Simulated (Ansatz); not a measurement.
```yaml
atoms:
  - { symbol: I, position_ang: [-0.6839, 0.2458, -0.3462] }
  - { symbol: H, position_ang: [0.6839, -0.2458, 0.3462] }
```

Geometry: PBE0-D4/def2-TZVP; core potentials replace the inner electrons of I.

Theory: RKS PBE0-D4/def2-TZVPP (Ansatz).

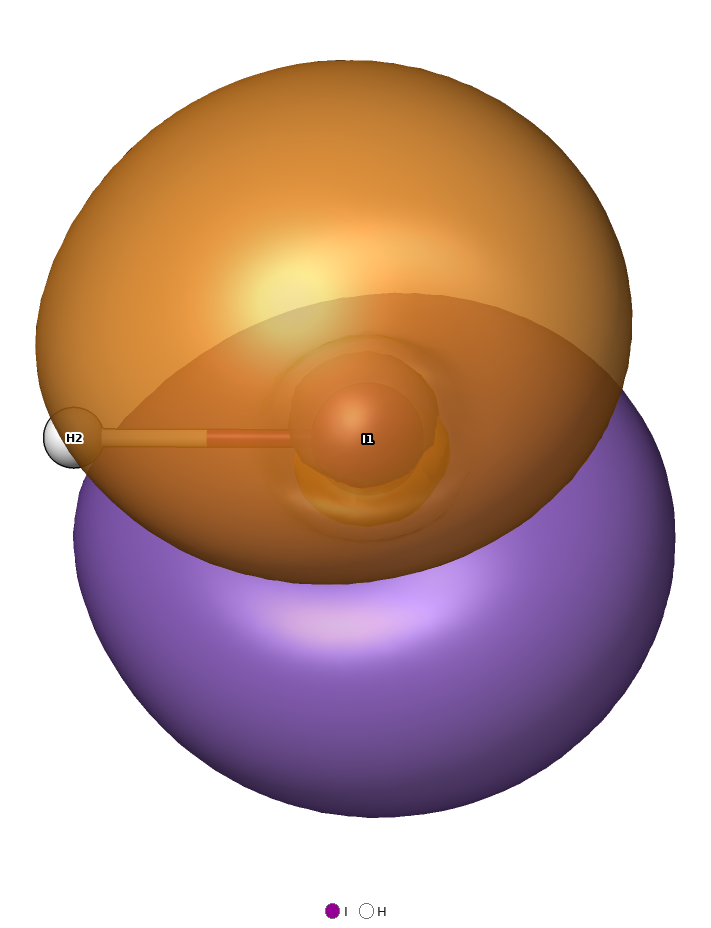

HI (SMILES I). The HOMO at ±0.08 Å⁻³ᐟ² (orange and purple are the two phases), seen from one side.

**Where does this orbital lie, and at what energy?**

Its weight (Hirshfeld) is mainly on I1 (about 95 %). It is one of a degenerate set, so its orientation is arbitrary. Its energy is −7.94 eV.
